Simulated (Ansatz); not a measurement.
# How fast states decay through Ca3AsBr2Cl, part 3 of 3

Aim: relax a made-up compound, Ca3AsBr2Cl, and see how good a tunnel barrier it would be. It is built by putting Cl for part of the Br in the Ca3AsBr3 structure of space group Pm-3m, with the volume rescaled by atomic radii. The parent structure comes from the Materials Project.

Ansatz 0.2.0; r2SCAN DFT, plane waves, PAW files (the session's first sound run).

So far, decay constant at the filling level, zone centre (Å⁻¹): step 4 (decaying states in the gap, plane (100)) 0.198; step 6 (plane (001)) 0.189.

The structure was built from a prototype and need not be the compound's stable phase.

**8. Complex bands at another level, cutoff 420 eV**

This step: PBEsol DFT, plane waves, PAW files; complex bands by layer matching along the plane's normal (Ansatz 0.2.0).

The complex bands at that level, over its own gap, at (0, 0) and (0.5, 0).

input.yaml

```yaml
crystal:
  lattice:
    - [5.82943677, 0.0, 0.0]
    - [0.0, 5.94100833, 0.0]
    - [0.0, 0.0, 5.82943677]
  atoms:
    - { symbol: Ca, position: [0.0, 0.0, 0.5] }
    - { symbol: Ca, position: [0.5, 0.0, 0.0] }
    - { symbol: Ca, position: [0.0, 0.5, 0.0] }
    - { symbol: As, position: [0.0, 0.0, 0.0] }
    - { symbol: Br, position: [0.5, 0.5, 0.0] }
    - { symbol: Br, position: [0.0, 0.5, 0.5] }
    - { symbol: Cl, position: [0.5, 0.0, 0.5] }
kpoints:
  mp_grid: { grid: [4, 4, 4] }
scf:
  occupations: { method: fixed }
hamiltonian:
  xc: pbesol
output:
  eigenvalues: true
  transmission:
    leads: [[0, 0]]
    kpoints: [[0.0, 0.0], [0.5, 0.0]]
    e_range: [-1.0, 2.59]
    de: 0.06
```

Run with:

```console
ansatz run input.yaml --threads 2 --pin off --max-ram 4096MiB --backend cpu --events-out ev --progress --plain --runs-dir out
```

Numbers of over 12 decimals in the logs are rounded to 6 here.

The log of the run:

```text
[...]
Crystal: 7 atoms, lattice volume = 201.889 Å³
Basis set: ecut = 420 eV, 3903 PW (Γ)
Bands: 40, of which v1, the nominal top of the filled ones, is band 33 counted from 1 (32 counted from 0)
Symmetry: 16 space group operations
[...]
k-points: 18 of 64
[...]
SCF iter   1: F=—  HF=-16741.020638 eV  |F-HF|=—  |Δ(HF+E_count)|=         —  Δρ=2.79e-3  dr2=1.94e-2  ethr=1.77e-3  ⟨swp⟩=6.6  Hψ=2625  notcnv=0  defer=74
[...]
SCF iter   7: F=-16741.016876 eV  HF=-16741.016876 eV  |F-HF|=2.99e-8  |Δ(HF+E_count)|=   6.30e-7  Δρ=3.31e-6  dr2=6.81e-8  ethr=1.52e-10  ⟨swp⟩=21.8  Hψ=4027  notcnv=0
SCF 1 converged in 7 iterations: F = -16741.016876 eV  dr2 = 6.81e-8
[...]
transmission: 12 of 24 steps passed
transmission: 24 of 24 steps passed
SCF converged after 7 iterations
Free energy (F): -16741.016876 eV
[...]
Internal energy: -16741.016876 eV  (E = F + TS)
E sigma→0 (E₀):  -16741.016876 eV
Fermi energy:    5.522531 eV
[...]
--- Band table (eV; the first three rows and the last of 18) ---
  k-point 0: bands = [... 29 lower, 2.7065, 5.4985, 5.4985, 5.5225, 7.1083, 7.1083, 7.1972, 7.8027, ... 3 higher]
  k-point 1: bands = [... 29 lower, 2.5710, 4.6997, 5.2230, 5.2494, 7.2263, 7.8674, 7.8982, 8.3601, ... 3 higher]
  k-point 2: bands = [... 29 lower, 2.4389, 4.1390, 5.0262, 5.0763, 7.3808, 8.5806, 8.8283, 8.8284, ... 3 higher]
  k-point 17: bands = [... 29 lower, 2.9644, 4.3747, 4.3747, 4.4246, 9.2243, 9.3771, 9.3771, 9.7471, ... 3 higher]
--- Transmission ---
  basis      : 297 plane waves across, 12 finite elements along
  points     : 2, as listed
[...]
channels       : 0.000000e0 a spin
[...]
slowest decay  : 0.1675 /Å at (0.0000, 0.0000)
```

Elapsed: 2.8 min, on 2 threads of Arm Neoverse N1, shared host; peak memory 1.1 GiB; 4.6 min of CPU time.

This step gave:

- level to which the leads are filled: 0.7929 eV from the Fermi level
- decay constant at the filling level, zone centre: 0.1675 Å⁻¹
- decay constant at the filling level, slowest listed point: 0.1675 Å⁻¹

K parallel (0, 0); values up to 1.5 1/Å, a degenerate pair printed once or twice; energies at which all values exceed this have no row. Im kz of the slowest decaying states against energy, zero at the highest filled level on the SCF mesh:

```
energy (eV)  decay 1 (Å⁻¹)  decay 2 (Å⁻¹)  decay 3 (Å⁻¹)  decay 4 (Å⁻¹)
    -1.0000          0.384          0.403          0.438          0.439
    -0.7600          0.296          0.336          0.388          0.440
    -0.5200         0.0903          0.167          0.390          0.439
    -0.2200          0.390          0.435          0.528          0.604
     0.0200         0.0488         0.0530         0.0868          0.388
     0.2600          0.116          0.162          0.185          0.384
     0.5000          0.147          0.190          0.213          0.379
     0.7400          0.164          0.193          0.217          0.373
     0.9800          0.174          0.180          0.204          0.365
     1.2200          0.150          0.176          0.176          0.356
     1.5200         0.0685          0.110          0.170          0.187
     1.7600          0.155          0.331          0.354          0.446
     2.0000          0.126          0.185          0.317          0.336
     2.2400         0.0529          0.247          0.301          0.315
     2.4800          0.252          0.282          0.292          0.358
```

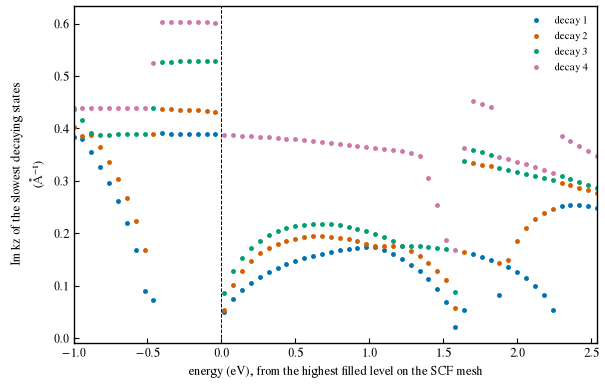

Im kz of the slowest decaying states against energy.

K parallel (0, 0). Re kz of states that move upwards against energy, zero at the highest filled level on the SCF mesh:

```
energy (eV)  channel 1 (Å⁻¹)  channel 2 (Å⁻¹)  channel 3 (Å⁻¹)
    -1.0000           -0.320                -                -
    -0.7600           -0.253                -                -
    -0.5200           -0.192                -                -
    -0.2200           -0.225           -0.213           -0.110
     0.0200                -                -                -
     0.2600                -                -                -
     0.5000                -                -                -
     0.7400                -                -                -
     0.9800                -                -                -
     1.2200                -                -                -
     1.5200                -                -                -
     1.7600           0.0853            0.117            0.341
     2.0000            0.173            0.188                -
     2.2400            0.237            0.246                -
     2.4800            0.133            0.293            0.299
```

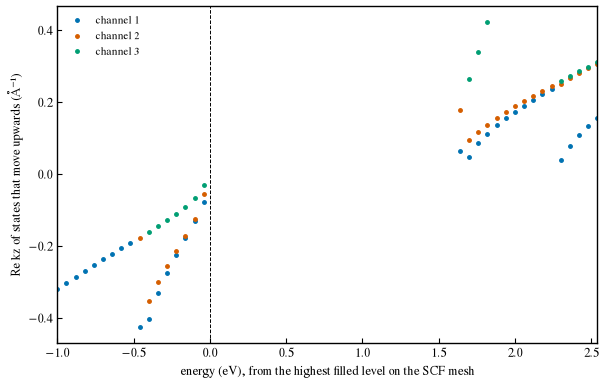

Re kz of states that move upwards, plotted against energy.

K parallel (0.5, 0); values up to 1.5 1/Å, a degenerate pair printed once or twice; energies at which all values exceed this have no row. The Im kz of the slowest decaying states by energy, zero at the highest filled level on the SCF mesh:

```
energy (eV)  decay 1 (Å⁻¹)  decay 2 (Å⁻¹)  decay 3 (Å⁻¹)  decay 4 (Å⁻¹)
     -1.000         0.0880          0.425          0.496          0.590
     -0.520          0.487          0.495          0.590          0.690
      0.020          0.197          0.232          0.491          0.502
      0.500          0.248          0.254          0.488          0.497
      0.980          0.233          0.270          0.478          0.488
      1.520          0.160          0.273          0.444          0.475
      2.000          0.261          0.401          0.415          0.467
      2.480          0.234          0.327          0.341          0.425
```

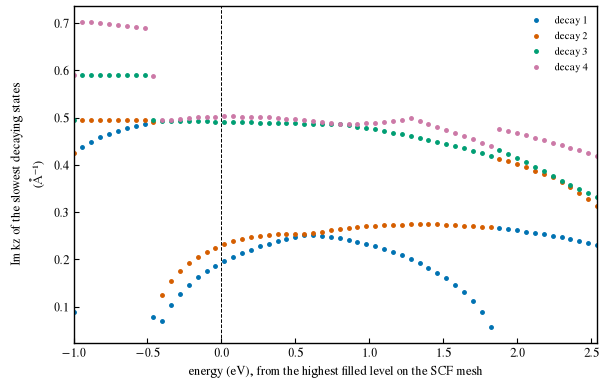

Im kz of the slowest decaying states, plotted against energy.

At the listed wavevectors the last open channel is at -0.04 eV and the next at +1.64 eV on the grid. At +0.80 eV, the grid energy nearest the filling level (the middle of the gap on the SCF mesh), the slowest state at the listed wavevectors decays with κ = 0.168 Å⁻¹, its amplitude falling by e over 6.0 Å; the first such run, plane (100), gave 0.198 Å⁻¹.

**9. A repeat with changed settings: hamiltonian.xc = "pbesol"**

This step: PBEsol DFT, plane waves, PAW files; complex bands by layer matching along the plane's normal; changed: hamiltonian.xc = "pbesol" (Ansatz 0.2.0).

It is meant to test how much rests on the functional. Where the input is shown as a difference, that is against the step before, not the twin.

input.yaml: that of step 8 with these lines changed.

```diff
@@ -24,3 +24,3 @@
     kpoints: [[0.0, 0.0], [0.5, 0.0]]
-    e_range: [-1.0, 2.59]
-    de: 0.06
+    e_range: [-1.0, 3.03]
+    de: 0.07
```

The log of the run:

```text
[...]
Crystal: 7 atoms, lattice volume = 201.889 Å³
Basis set: ecut = 420 eV, 3903 PW (Γ)
Bands: 40, of which v1, the nominal top of the filled ones, is band 33 counted from 1 (32 counted from 0)
Symmetry: 16 space group operations
[...]
k-points: 18 of 64
[...]
SCF iter   1: F=—  HF=-16741.020638 eV  |F-HF|=—  |Δ(HF+E_count)|=         —  Δρ=2.79e-3  dr2=1.94e-2  ethr=1.77e-3  ⟨swp⟩=6.6  Hψ=2625  notcnv=0  defer=74
[...]
SCF iter   7: F=-16741.016876 eV  HF=-16741.016876 eV  |F-HF|=2.99e-8  |Δ(HF+E_count)|=   6.30e-7  Δρ=3.31e-6  dr2=6.81e-8  ethr=1.52e-10  ⟨swp⟩=21.8  Hψ=4027  notcnv=0
SCF 1 converged in 7 iterations: F = -16741.016876 eV  dr2 = 6.81e-8
[...]
transmission: 12 of 24 steps passed
transmission: 24 of 24 steps passed
SCF converged after 7 iterations
Free energy (F): -16741.016876 eV
[...]
Internal energy: -16741.016876 eV  (E = F + TS)
E sigma→0 (E₀):  -16741.016876 eV
Fermi energy:    5.522531 eV
[...]
--- Band table (eV; the first three rows and the last of 18) ---
  k-point 0: bands = [... 29 lower, 2.7065, 5.4985, 5.4985, 5.5225, 7.1083, 7.1083, 7.1972, 7.8027, ... 3 higher]
  k-point 1: bands = [... 29 lower, 2.5710, 4.6997, 5.2230, 5.2494, 7.2263, 7.8674, 7.8982, 8.3601, ... 3 higher]
  k-point 2: bands = [... 29 lower, 2.4389, 4.1390, 5.0262, 5.0763, 7.3808, 8.5806, 8.8283, 8.8284, ... 3 higher]
  k-point 17: bands = [... 29 lower, 2.9644, 4.3747, 4.3747, 4.4246, 9.2243, 9.3771, 9.3771, 9.7471, ... 3 higher]
--- Transmission ---
  basis      : 297 plane waves across, 12 finite elements along
  points     : 2, as listed
[...]
channels       : 0.000000e0 a spin
[...]
slowest decay  : 0.1684 /Å at (0.0000, 0.0000)
```

Wall time 2.7 min (2 threads); peak memory 1.1 GiB; 4.4 min of CPU time.

Numbers from this step:

```yaml
decay_constant_at_the_filling_level_zone_centre: 0.1684 Å⁻¹
decay_constant_at_the_filling_level_slowest_listed_point: 0.1684 Å⁻¹
```

K parallel (0, 0); values up to 1.5 1/Å, a degenerate pair printed once or twice; energies at which all values exceed this have no row. Table of Im kz of the slowest decaying states by energy, zero at the highest filled level on the SCF mesh:

```
energy (eV)  decay 1 (Å⁻¹)  decay 2 (Å⁻¹)  decay 3 (Å⁻¹)  decay 4 (Å⁻¹)
     -1.000          0.384          0.403          0.438          0.439
     -0.510         0.0687          0.156          0.390          0.438
     -0.020         0.0149         0.0271          0.388          0.432
      0.470          0.144          0.188          0.212          0.380
      1.030          0.175          0.175          0.200          0.364
      1.520         0.0685          0.110          0.170          0.187
      2.010          0.124          0.190          0.316          0.335
      2.500          0.251          0.280          0.290          0.354
```

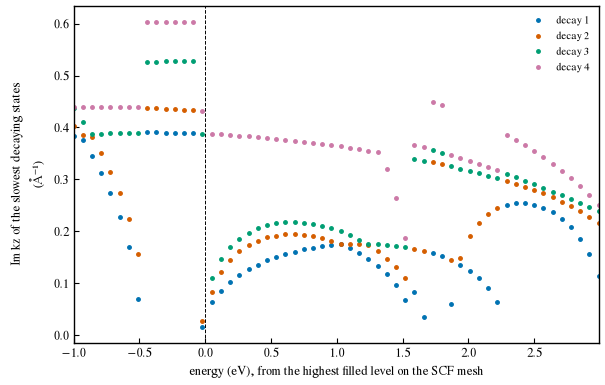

Im kz of the slowest decaying states against energy.

K parallel (0, 0). Table of Re kz of states that move upwards by energy, zero at the highest filled level on the SCF mesh:

```
energy (eV)  channel 1 (Å⁻¹)  channel 2 (Å⁻¹)  channel 3 (Å⁻¹)
    -1.0000           -0.320                -                -
    -0.7200           -0.242                -                -
    -0.5100           -0.189                -                -
    -0.2300           -0.234           -0.220           -0.113
    -0.0200          -0.0546                -                -
     0.2600                -                -                -
     0.4700                -                -                -
     0.7500                -                -                -
     1.0300                -                -                -
     1.2400                -                -                -
     1.5200                -                -                -
     1.7300           0.0684            0.106            0.303
     2.0100            0.176            0.191                -
     2.2200            0.232            0.241                -
     2.5000            0.141            0.298            0.303
     2.7800            0.247            0.361            0.364
```

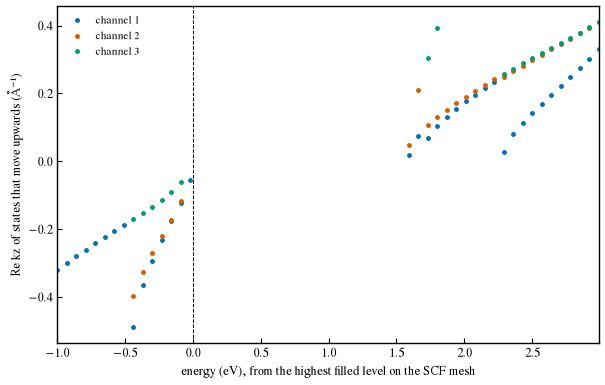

Re kz of states that move upwards, plotted against energy.

K parallel (0.5, 0); values up to 1.5 1/Å, a degenerate pair printed once or twice; energies at which all values exceed this have no row. Im kz of the slowest decaying states against energy, zero at the highest filled level on the SCF mesh:

```
energy (eV)  decay 1 (Å⁻¹)  decay 2 (Å⁻¹)  decay 3 (Å⁻¹)  decay 4 (Å⁻¹)
     -1.000         0.0880          0.425          0.496          0.590
     -0.510          0.488          0.495          0.590          0.690
     -0.020          0.190          0.228          0.492          0.502
      0.470          0.246          0.254          0.488          0.497
      1.030          0.229          0.271          0.476          0.488
      1.520          0.160          0.273          0.444          0.475
      2.010          0.261          0.400          0.413          0.466
      2.500          0.233          0.323          0.338          0.423
```

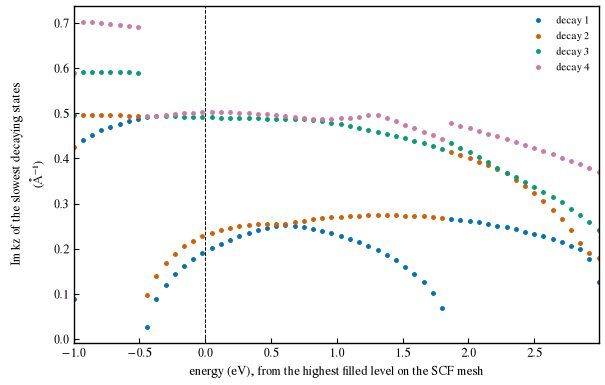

Im kz of the slowest decaying states against energy.

The least decay constant is 0.168 Å⁻¹ against 0.198 Å⁻¹ in the twin: a change of -15 %, at 0.61 times the CPU time.

**10. Outcome**

| Item | Value |
| --- | --- |
| band gap | 2.03 eV |
| least decay constant at mid-gap, normal to (100) | 0.198 Å⁻¹ |
| least decay constant at mid-gap, normal to (001) | 0.189 Å⁻¹ |
| least decay constant on a mesh, normal to (100) | 0.197 Å⁻¹ |
| least decay constant, PBEsol | 0.168 Å⁻¹ |

In words: With r2SCAN, the slowest decay at the wavevectors tried is κ = 0.189 Å⁻¹, normal to (001). Through such a film the transmission near mid-gap falls as exp(−2κd), a factor of ten every 6.1 Å. The directions tried decay at nearly the same rate. A free electron under a barrier of half the gap would need a mass of 0.13 mₑ to decay at this rate. With PBEsol the gap goes from 2.03 to 1.59 eV and the decay constant, over the first 2 listed wavevectors, from 0.198 to 0.168 Å⁻¹. The compound is made up by substitution; its stability against other phases and against distortions of the cell's symmetry was not tested. r2SCAN still narrows gaps, if less than LDA and GGA do, so real decay constants are likely larger.

[Logs are printed without paths, hosts, clocks, repeated set-up lines and the standing remarks that a program may print on its own settings, such as how far it seeks lower states.]

[Hosts, paths, dates, database ids (printed as entryN), source tags and the programs' standing remarks are cut or masked in the printed files.]

[New means built here by substitution; the compound itself may be known and measured.]
